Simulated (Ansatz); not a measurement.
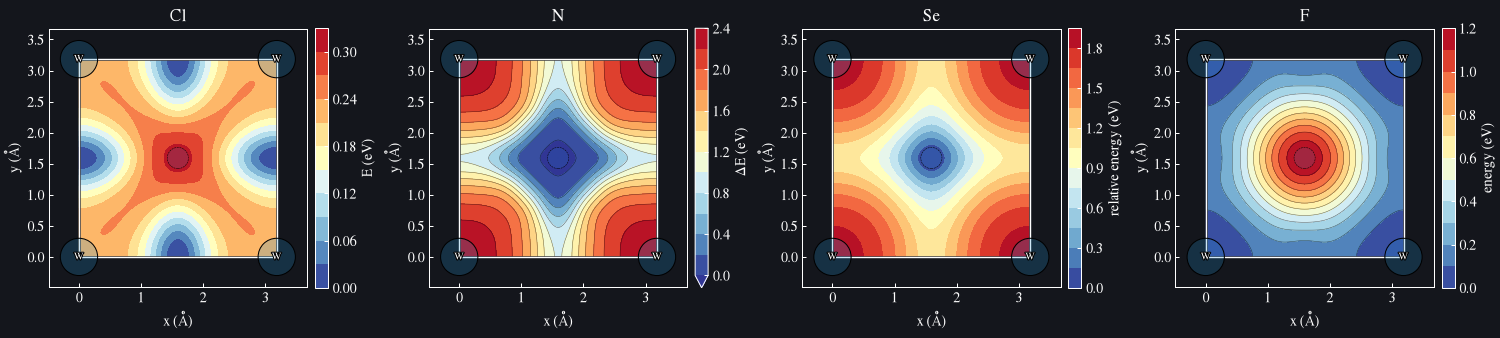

Four maps of one series, each from its own lowest grid point and on its own colour scale; the adsorbate changes from map to map. Adsorbates on a W(100) slab cut from the Im-3m phase, its upper half relaxed before the scan (16 atoms of substrate and one adsorbate in a 2 × 2 cell). 
- The adsorbate is moved over the surface cell; relaxed at each place: the height of the adsorbate's atoms; substrate rigid; the origin of the map has the adsorbate above W13.
- Places are given modulo a cell vector. The map is drawn in real space over the plane of the surface.
- Grid: 8 × 8 points.
- Places are given in fractions of the 1 × 1 surface cell.
- Energies are in eV, from the lowest grid point.
- These are results of Ansatz 0.2.0, DFT PBE, scalar-relativistic, plane waves, PAW, not measurements. Settings: cutoff 420 eV, k-mesh 4×4×1, gaussian smearing 0.1 eV, no spin polarisation.

The picture shows filled contours, labelled circles for the atoms of the top layer and small ones for the second layer, the outline of one cell of the plane. Between grid points the surface is interpolated.

The span runs from the lowest to the highest grid point.

| adsorbate | lowest grid point | span (eV) | height there (Å) |
| --- | --- | --- | --- |
| Cl | a bridge site between two W atoms | 0.31 | 1.97 |
| N | a fourfold hollow over a second-layer W atom | 2.34 | 0.68 |
| Se | a fourfold hollow over a second-layer W atom | 1.88 | 1.39 |
| F | the top site over a surface W atom | 1.19 | 1.91 |

For F: The runs have no spin polarisation; a magnetic state may lie lower.

> One more map of the series was computed, for the adsorbate C. What do you expect for it?

The computed span is 3.87 eV, the largest of the series. The lowest grid point is a fourfold hollow over a second-layer W atom, as for N and Se. The height there is 0.70 Å.

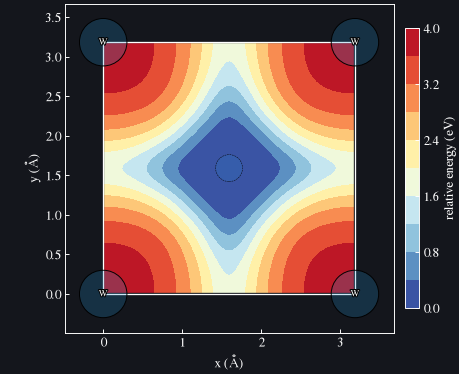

The map for C.

PAW datasets: the set soft_1.
